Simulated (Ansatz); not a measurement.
# CH4BFO (SMILES OCBF) at 6 levels

Wanted: a comparison of 6 runs (HF/3-21G, HF/6-31G*, HF/def2-SVP, B3LYP/6-31G*, PBE0/def2-SVP) of CH4BFO. 

The results are computed with Ansatz 0.2.0.

6 further runs of the same task are left out: 2 for a known fault of the program, 1 that didn't finish, 3 set aside as unsound or not needed.

## Step 1: Starting point

The species is CH4BFO (8 atoms), meant as a singlet with charge 0. SMILES: `OCBF`. Geometry: relaxed at PBE0-D4/def2-TZVP. This is one conformer, not always the lowest.

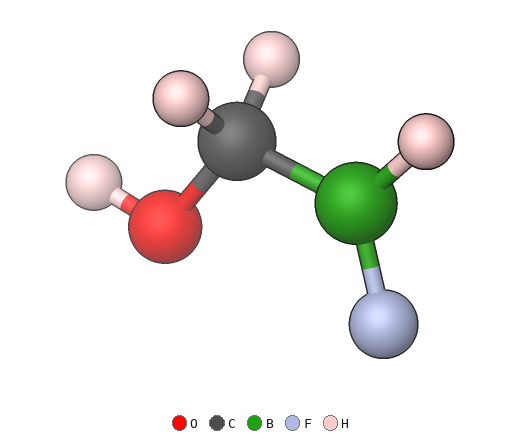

Viewed from a chosen angle; oxygen red, carbon dark grey, boron green, fluorine light blue, hydrogen pink.

## Step 2: Energy and forces at HF/3-21G (run 1)

Contents of in.yaml:

```yaml
crystal:
  periodic: [false, false, false]
  atoms:
    - symbol: O
      position_ang: [-1.240500, 0.762600, -0.169300]
    - symbol: C
      position_ang: [0.117900, 0.425000, -0.013600]
    - symbol: B
      position_ang: [0.368600, -1.112000, 0.076000]
    - symbol: F
      position_ang: [-0.622900, -1.976700, 0.007200]
    - symbol: H
      position_ang: [-1.319100, 1.717500, -0.217300]
    - symbol: H
      position_ang: [0.563100, 0.872000, 0.893700]
    - symbol: H
      position_ang: [0.744200, 0.799800, -0.843400]
    - symbol: H
      position_ang: [1.481000, -1.545400, 0.210800]
basis:
  gaussian:
    orbitals: 3-21G.json
accuracy: high
output:
  forces: true
  orbitals: {seedname: orbitals}
hamiltonian:
  xc: hf
```

The basis set 3-21G is read from a file made from the Basis Set Exchange's data (not shown).

Launch:

```
$ ansatz run in.yaml --threads 1 --pin off --max-ram 2610MiB --events-out events.jsonl --progress --plain --runs-dir runs
```

Log:

```text
Warning: RAYON_NUM_THREADS=1 ignored (pool sized by the plan → 1); use --threads N
Functional definition: HF
  name "HF"
  exchange = exact_x
  correlation = 0
989 factors; integrals over basis functions are off by at most 8.3e-9 eV
mean field evaluation 1: about -6471.7862 eV, gradient 3.1e1 eV
mean field evaluation 2: about -6471.7790 eV, gradient 3.1e1 eV
mean field evaluation 4: about -6473.8563 eV, gradient 2.3e0 eV
mean field evaluation 8: about -6473.8750 eV, gradient 1.6e-1 eV
mean field -6473.87510934 eV, -237.9105221180 hartree, gradient 3.9e-8 eV, S^2 0.000000; 0 other end points of the search recorded, 0 dependent functions left out
the calculation of the forces begins
reference -6473.87510934 eV, -237.9105221180 hartree; 16, 16 occupied and 28, 28 virtual orbitals, 989 factors
Total energy: -6473.87510934 eV, -237.9105221180 hartree
Atom 0 at    -1.240500     0.762600    -0.169300 Å, force    -0.826756    -0.085745    -0.082639 eV/Å
Atom 1 at     0.117900     0.425000    -0.013600 Å, force     1.883566     0.200641     0.187282 eV/Å
Atom 2 at     0.368600    -1.112000     0.076000 Å, force     0.968113     0.667740     0.075749 eV/Å
Atom 3 at    -0.622900    -1.976700     0.007200 Å, force    -1.025462    -1.134436    -0.061369 eV/Å
Atom 4 at    -1.319100     1.717500    -0.217300 Å, force    -0.328618     0.331617    -0.048059 eV/Å
Atom 5 at     0.563100     0.872000     0.893700 Å, force    -0.149702    -0.064551    -0.246089 eV/Å
Atom 6 at     0.744200     0.799800    -0.843400 Å, force    -0.197621    -0.044778     0.214824 eV/Å
Atom 7 at     1.481000    -1.545400     0.210800 Å, force    -0.323519     0.129511    -0.039698 eV/Å
Dipole moment:     0.452824     0.499125     0.026626 e Å
```

It took 1.2 s on 1 thread of Arm Neoverse N1, shared host; peak memory 0.092 GiB.

## Step 3: Energy and gradient at HF/6-31G(d) (spherical functions) (run 2)

Contents of input.yaml:

```yaml
crystal:
  periodic: [false, false, false]
  atoms:
    - symbol: O
      position_ang: [-1.240500, 0.762600, -0.169300]
    - symbol: C
      position_ang: [0.117900, 0.425000, -0.013600]
    - symbol: B
      position_ang: [0.368600, -1.112000, 0.076000]
    - symbol: F
      position_ang: [-0.622900, -1.976700, 0.007200]
    - symbol: H
      position_ang: [-1.319100, 1.717500, -0.217300]
    - symbol: H
      position_ang: [0.563100, 0.872000, 0.893700]
    - symbol: H
      position_ang: [0.744200, 0.799800, -0.843400]
    - symbol: H
      position_ang: [1.481000, -1.545400, 0.210800]
basis:
  gaussian:
    orbitals: 6-31G_st_-spherical.json
accuracy: high
hamiltonian:
  xc: hf
output: {forces: true, orbitals: {seedname: orbitals}}
```

The basis set 6-31G* is read from a file made from the Basis Set Exchange's data (not shown).

Launch:

```
$ ansatz run input.yaml --threads 1 --pin off --max-ram 2610MiB --events-out events.jsonl --progress --plain --runs-dir runs
```

Log, cut to the lines that bear on the results:

```text
Warning: RAYON_NUM_THREADS=1 ignored (pool sized by the plan → 1); use --threads N
Functional definition: HF
  name "HF"
[...]
1501 factors; integrals over basis functions are off by at most 3.2e-9 eV
[...]
mean field -6509.24536119 eV, -239.2103548987 hartree, gradient 8.7e-9 eV, S^2 0.000000; 0 other end points of the search recorded, 0 dependent functions left out
[...]
reference -6509.24536119 eV, -239.2103548987 hartree; 16, 16 occupied and 48, 48 virtual orbitals, 1501 factors
Total energy: -6509.24536119 eV, -239.2103548987 hartree
Atom 0 at    -1.240500     0.762600    -0.169300 Å, force     0.386915     0.615652     0.014706 eV/Å
Atom 1 at     0.117900     0.425000    -0.013600 Å, force     0.291144     0.587275     0.004994 eV/Å
Atom 2 at     0.368600    -1.112000     0.076000 Å, force    -0.063247    -0.618297     0.019773 eV/Å
Atom 3 at    -0.622900    -1.976700     0.007200 Å, force     0.191588     0.105086     0.015790 eV/Å
Atom 4 at    -1.319100     1.717500    -0.217300 Å, force     0.002053    -0.695623     0.029256 eV/Å
Atom 5 at     0.563100     0.872000     0.893700 Å, force    -0.254839    -0.060804    -0.286579 eV/Å
Atom 6 at     0.744200     0.799800    -0.843400 Å, force    -0.308850    -0.038876     0.232470 eV/Å
Atom 7 at     1.481000    -1.545400     0.210800 Å, force    -0.244764     0.105587    -0.030410 eV/Å
Dipole moment:     0.389131     0.456674     0.021734 e Å
```

Run time: 4.2 s. Hardware: 1 thread of Arm Neoverse N1, shared host; peak memory 0.14 GiB.

Runs 3 to 5 aren't shown in full; the table further down has their settings and results.

## Step 4: Energy and forces at PBE0/def2-SVP (run 6)

Contents of in.yaml:

```yaml
basis:
  gaussian: {orbitals: def2-SVP}
crystal:
  periodic: [false, false, false]
  atoms:
    - {symbol: O, position_ang: [-1.240500, 0.762600, -0.169300]}
    - {symbol: C, position_ang: [0.117900, 0.425000, -0.013600]}
    - {symbol: B, position_ang: [0.368600, -1.112000, 0.076000]}
    - {symbol: F, position_ang: [-0.622900, -1.976700, 0.007200]}
    - {symbol: H, position_ang: [-1.319100, 1.717500, -0.217300]}
    - {symbol: H, position_ang: [0.563100, 0.872000, 0.893700]}
    - {symbol: H, position_ang: [0.744200, 0.799800, -0.843400]}
    - {symbol: H, position_ang: [1.481000, -1.545400, 0.210800]}
hamiltonian: {xc: {name: PBE0}}
accuracy: high
output: {forces: true, orbitals: {seedname: orbitals}}
```

Launch:

```
$ ansatz run in.yaml --threads 1 --pin off --max-ram 2610MiB --events-out events.jsonl --progress --plain --runs-dir runs
```

Log, cut to the lines that bear on the results:

```text
Warning: RAYON_NUM_THREADS=1 ignored (pool sized by the plan → 1); use --threads N
Functional definition: PBE0
  name "PBE0"
[...]
1776 factors; integrals over basis functions are off by at most 3.2e-9 eV
[...]
mean field -6531.23416884 eV, -240.0184286752 hartree, gradient 3.1e-8 eV, S^2 0.000000; 0 other end points of the search recorded, 0 dependent functions left out
[...]
reference -6531.23417120 eV, -240.0184287620 hartree; 16, 16 occupied and 60, 60 virtual orbitals, 1776 factors
Total energy: -6531.23417120 eV, -240.0184287620 hartree
Atom 0 at    -1.240500     0.762600    -0.169300 Å, force     0.191454    -0.264162     0.030934 eV/Å
Atom 1 at     0.117900     0.425000    -0.013600 Å, force    -0.662180     0.151584    -0.076074 eV/Å
Atom 2 at     0.368600    -1.112000     0.076000 Å, force    -0.222478     0.038831    -0.024436 eV/Å
Atom 3 at    -0.622900    -1.976700     0.007200 Å, force    -0.013571    -0.022553    -0.000481 eV/Å
Atom 4 at    -1.319100     1.717500    -0.217300 Å, force     0.030305     0.099336    -0.000960 eV/Å
Atom 5 at     0.563100     0.872000     0.893700 Å, force     0.187631     0.067301     0.225102 eV/Å
Atom 6 at     0.744200     0.799800    -0.843400 Å, force     0.230506     0.050260    -0.185888 eV/Å
Atom 7 at     1.481000    -1.545400     0.210800 Å, force     0.258335    -0.120597     0.031804 eV/Å
Dipole moment:     0.309115     0.454474     0.013437 e Å
```

Wall time 10 s (1 thread of Arm Neoverse N1, shared host); peak memory 0.22 GiB.

## Step 5: Overview of the runs

```tsv
run	level	Cartesian functions	energy (Eh)	dipole moment (D)	HOMO energy (eV)	LUMO energy (eV)	wall time
1	HF/3-21G	no	-237.910522	3.24	-11.98	3.75	1.2 s
2	HF/6-31G* (spherical functions)	no	-239.210355	2.88	-12.25	3.94	4.2 s
3	HF/def2-SVP	no	-239.034470	3.02	-12.36	3.46	4.8 s
4	B3LYP/6-31G* (spherical functions)	no	-240.452924	2.45	-7.40	-0.22	9.3 s
5	B3LYP/6-31G* (Cartesian functions)	yes	-240.456720	2.46	-7.41	-0.22	9.6 s
6	PBE0/def2-SVP	no	-240.018429	2.64	-7.86	-0.29	10 s
```

## Step 6: Summary of results

| quantity | value |
| --- | --- |
| run 6: total energy | -240.01843 Eh |
| run 6: dipole moment | 2.64 D |
| run 6: HOMO energy | -7.86 eV |
| run 6: LUMO energy | -0.29 eV |
| run 6: HOMO–LUMO gap | 7.57 eV |
| run 6: largest force on an atom | 0.684 eV/Å |

**Reading.** The dipole moment (its size) runs from 2.45 D (B3LYP/6-31G*) to 3.24 D (HF/3-21G). The two ends differ in method and basis. The HOMO–LUMO gap runs from 7.18 eV (B3LYP/6-31G*) to 16.20 eV (HF/6-31G*). Exact exchange widens orbital gaps. Totals of different functionals can't be ranked against each other. All runs together took 39 s, the longest 10 s.
